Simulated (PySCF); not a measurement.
**CH$_{3}$AlCl$_{2}$O (SMILES C[O][Al]([Cl])[Cl]): density, localisation and related maps**

| atom | x (Å) | y (Å) | z (Å) |
| --- | --- | --- | --- |
| Al | 0.7308 | 1.2446 | 0.6773 |
| Cl | 2.7239 | 1.2061 | 1.2830 |
| Cl | -0.3588 | 2.9901 | 1.0026 |
| O | 0.0317 | -0.0667 | -0.0350 |
| C | -0.6090 | -1.1335 | -0.6268 |
| H | -1.4165 | -0.7928 | -1.2979 |
| H | -1.0600 | -1.7936 | 0.1341 |
| H | 0.0962 | -1.7397 | -1.2211 |

Geometry: PBE0-D3(BJ)/def2-SVP.

The calculation used PBE0/pcSseg-1 Al:pcSseg-2, SCF density, gas phase, non-relativistic (PySCF 2.14.0).

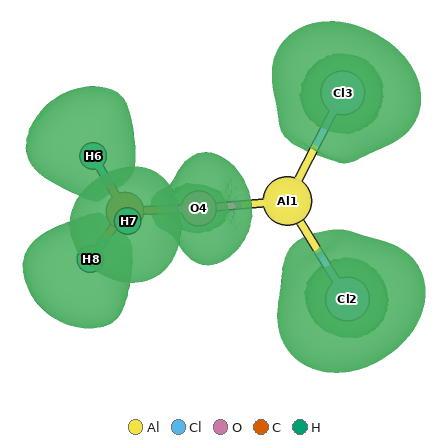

Figure 1. Isosurface of the ELF at 0.75 (green), seen at a tilt. Only the valence region is drawn (cores and ρ < 0.01 e/Å³ removed).

> Identify the bonds, lone pairs and shells in this picture.

The ELF exceeds this value in three regions around hydrogen nuclei, two regions on Cl in which the atom's valence shell and bonds are merged and one region on O in which the atom's valence shell and bonds are merged. Along the contacts the grid gives the following. C–O (1.38 Å): the ELF peaks at about 0.90 between the atoms; a shared but strongly polarised pair. Al–O (1.65 Å): the ELF peaks at about 0.80 in the valence shell of O, 0.6 Å from its nucleus, and is about 0.35 at the midpoint.

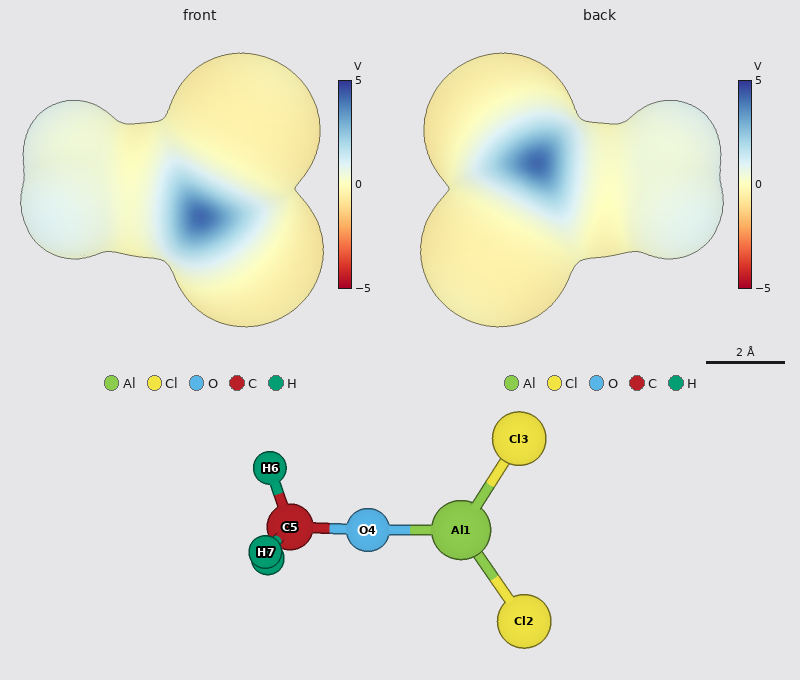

Figure 2. The molecular electrostatic potential painted on the density surface at 0.002 e/bohr³, seen from the front and from behind; red is negative and blue positive. The bare structure is drawn below in the same view.

> Where is the surface potential most negative and most positive?

The most negative region (about −0.6 V) lies over Cl2 and Cl3, the most positive (about +3.9 V) over Al1.

> How polar is the molecule by this calculation?

Its dipole moment is 2.59 D.
